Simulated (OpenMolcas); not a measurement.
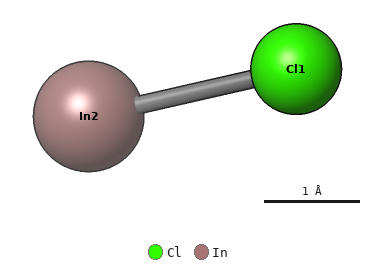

**Figure 1.** The structure as given in the input (ball-and-stick view, seen at a tilt; atoms are numbered from 1 in the order of the input). Sticks mark near contacts. Bond lengths as drawn: Cl–In 2.41 Å.

**InCl: single-point calculation (part 1 of 2)**

- system: InCl
- method: CASPT2/ANO-RCC-VDZP, DKH2 (OpenMolcas 26.06)

The geometry comes from this level: PBE0-D4/def2-TZVP.

### Log
```
--- Start Module: gateway ---

                                              &GATEWAY

                       available to each process: 1.9 GB of memory, 1 thread

++    Symmetry information:
      ---------------------

                    Character Table for C1

                             E
                    a        1  x, y, xy, Rz, z, xz, Ry, yz, Rx, I
--

++    Basis set information:
      ----------------------

      Basis set label: CL.ANO-RCC...4S3P1D.

      Electronic valence basis set:
      ------------------
      Associated Effective Charge  17.000000 au
      Associated Actual Charge     17.000000 au
      Nuclear Model: Point charge

      Shell  nPrim  nBasis  Cartesian Spherical Contaminant
         s      17       4        X
         p      12       3        X
         d       5       1                 X

      Basis set label: IN.ANO-RCC...6S5P3D1F.

      Electronic valence basis set:
      ------------------
      Associated Effective Charge  49.000000 au
      Associated Actual Charge     49.000000 au
      Nuclear Model: Point charge

      Shell  nPrim  nBasis  Cartesian Spherical Contaminant
         s      22       6        X
         p      19       5        X
         d      13       3                 X
         f       5       1                 X
--

++    Molecular structure info:
      -------------------------

                    ************************************************
                    **** Cartesian Coordinates / bohr, angstrom ****
                    ************************************************

     Center  Label                x              y              z                     x              y              z
        1      CL1              0.000000       0.000000      -0.026324              0.000000       0.000000      -0.013930
        2      IN2              0.000000       0.000000       4.534568              0.000000       0.000000       2.399590
--

            Nuclear Potential Energy            182.63971974 au

--- Stop Module: gateway /rc=_RC_ALL_IS_WELL_ ---

--- Start Module: seward ---

                                              &SEWARD

                       available to each process: 1.9 GB of memory, 1 thread

               SEWARD will generate:
                  Multipole Moment integrals up to order  2
                  Kinetic Energy integrals
                  Nuclear Attraction integrals (point charge)
                  One-Electron Hamiltonian integrals
                  Velocity integrals
                  Relativistic Douglas-Kroll-Hess integrals:
                    - Parametrization         : EXP
                    - DKH order of Hamiltonian: 2
                    - DKH order of Properties : 0
                         - multipole moment operators
                         - electric potential operators
                         - contact operators
                  Orbital angular momentum around (  0.0000   0.0000   3.4704 )
                  Velocity quadrupole around (  0.0000   0.0000   3.4704 )
                  Atomic mean-field integrals
                  Two-Electron Repulsion integrals

                   Integrals are discarded if absolute value <: 1.00E-14
                   Integral cutoff threshold is set to       <: 1.00E-16

            Nuclear Potential Energy            182.63971974 au

      Basis set specifications :
      Symmetry species         a
      Basis functions           61

--- Stop Module: seward /rc=_RC_ALL_IS_WELL_ ---
--- Module seward spent 3 seconds ---

--- Start Module: rasscf ---

                                              &RASSCF

                       available to each process: 1.9 GB of memory, 1 thread

      Header of the ONEINT file:
      --------------------------

      OrdInt status: non-squared

      Cartesian coordinates in angstrom:
      -----------------------------------------------------
      No.  Label        X            Y            Z
      -----------------------------------------------------
       1   CL1        0.00000000   0.00000000  -0.01393000
       2   IN2        0.00000000   0.00000000   2.39959000
      -----------------------------------------------------
      Nuclear repulsion energy =  182.63971974

++    Wave function specifications:
      -----------------------------

      Number of closed shell electrons          60
      Number of electrons in active shells       6
      Max number of holes in RAS1 space          0
      Max nr of electrons in RAS3 space          0
      Number of inactive orbitals               30
      Number of active orbitals                  6
      Number of secondary orbitals              25
      Spin quantum number                      0.0
      State symmetry                             1
--

++    Orbital specifications:
      -----------------------

      Symmetry species                           1
                                                 a
      Frozen orbitals                            0
      Inactive orbitals                         30
      Active orbitals                            6
      RAS1 orbitals                              0
      RAS2 orbitals                              6
      RAS3 orbitals                              0
      Secondary orbitals                        25
      Deleted orbitals                           0
      Number of basis functions                 61
--

++    CI expansion specifications:
      ----------------------------

      Number of CSFs                           175
      Number of spin combinations              210
      Number of determinants                   400
      Number of root(s) required                 1
      Root chosen for geometry opt.              1
      CI root used                               1

      highest root included in the CI            1
      max. size of the explicit Hamiltonian    175
--

++    Optimization specifications:
      ----------------------------

      RASSCF algorithm: Conventional
      Maximum number of macro iterations       200
      Maximum number of SX iterations          100
      Threshold for RASSCF energy            1.000E-08
      Threshold for max MO rotation          1.000E-01
      Threshold for max BLB element          1.000E-04
      Level shift parameter                  5.000E-01
      Make Quasi-Newton update
--

      The MO-coefficients are taken from the file:
      step2.RasOrb
      Title: RASSCF average (pseudo-natural) orbitals

      Total molecular charge    0.00

      ************************************************************************************************************************
      *                                            Wave function control section                                             *
      ************************************************************************************************************************

                                         RASSCF iterations: Energy and convergence statistics
                                         ----------------------------------------------------

          iter iter root      energy       change     param      element    value   shift minimum  type update hh:mm:ss
 Nr of preliminary CI iterations:   1
      Total energies have been shifted. Add                -6000.00 au
        1   1    4    1  -338.11896312    0.00E+00   3.21E-05   26  57 1 -6.59E-06   0.00   0.00    SX    NO    0:00:00
        2   1    3    1  -338.11896312   -2.11E-10  -2.08E-05   32  59 1  2.70E-06   0.00   0.00    SX    NO    0:00:00
        3   1    3    1  -338.11896312   -2.36E-11   1.20E-05   24  54 1 -1.00E-06   0.00   0.00    SX    NO    0:00:00
        4   1    2    1  -338.11896312    1.55E-11  -7.21E-06   25  50 1 -5.35E-07   0.00   0.00    SX    NO    0:00:00
      Convergence after  4 iterations
        5   1    2    1  -338.11896312   -3.82E-11  -7.21E-06   26  51 1 -3.11E-07   0.00   0.00    SX    NO    0:00:00

      ************************************************************************************************************************
                                                      Wave function printout:
                       occupation of active orbitals, and spin coupling of open shells (u,d: Spin up or down)
      ************************************************************************************************************************

      Note: transformation to natural orbitals
      has been made, which may change the order of the CSFs.

      printout of CI-coefficients larger than  0.05 for root  1
      energy=   -6338.118963
      conf/sym  111111     Coeff  Weight
             1  222000  -0.98072 0.96182
            11  220200   0.12787 0.01635
            13  220020   0.12787 0.01635
            16  220002   0.05297 0.00281

      Natural orbitals and occupation numbers for root  1
      sym 1:   1.998494   1.998494   1.926618   0.034082   0.034082   0.008229

      ************************************************************************************************************************
      *                                                    Final results                                                     *
      ************************************************************************************************************************

++    Final optimization conditions:
      ------------------------------

      Average CI energy                           -6338.11896312
      RASSCF energy for state  1                  -6338.11896312
      Super-CI energy                                -0.00000000
      RASSCF energy change                           -0.00000000
      Max change in MO coefficients               8.315E-06
      Max non-diagonal density matrix element    -7.209E-06
      Maximum BLB matrix element                 -3.106E-07
      (orbital pair  26,  51 in symmetry   1)
      Norm of electronic gradient            9.880E-07
--

      Final state energy(ies):
      ------------------------

::    RASSCF root number  1 Total energy:  -6338.11896312
      Von Neumann Entropy (Root   1) =  0.28696

      Mulliken population analysis for root number:  1
      -----------------------------------------------

++    Molecular charges:
      ------------------

      Mulliken charges per centre
      ---------------------------

                CL1     IN2
      Total   17.6642 48.3358

      N-E     -0.6642  0.6642

      Total electronic charge=   66.000000

      Total            charge=   -0.000000
--

      Expectation values of various properties for root number:  1
      -----------------------------------------------------------

++    Molecular properties:
      ---------------------

      Charge (e):
                      =   -0.0000
      Dipole Moment (debye):
      Origin of the operator (angstrom)=    0.0000    0.0000    1.8365
                   X= -2.8784E-12               Y=  8.0677E-12               Z=  4.4439E+00           Total=  4.4439E+00
      Quadrupole Moment (debye*angstrom):
      Origin of the operator (angstrom)=    0.0000    0.0000    1.8365
                  XX= -3.5383E+01              XY= -2.3088E-11              XZ=  8.7520E-12              YY= -3.5383E+01
                  YZ= -1.2834E-11              ZZ= -4.6887E+01
      In traceless form (debye*angstrom)
                  XX=  5.7517E+00              XY= -3.4632E-11              XZ=  1.3128E-11              YY=  5.7517E+00
                  YZ= -1.9252E-11              ZZ= -1.1503E+01
--
```
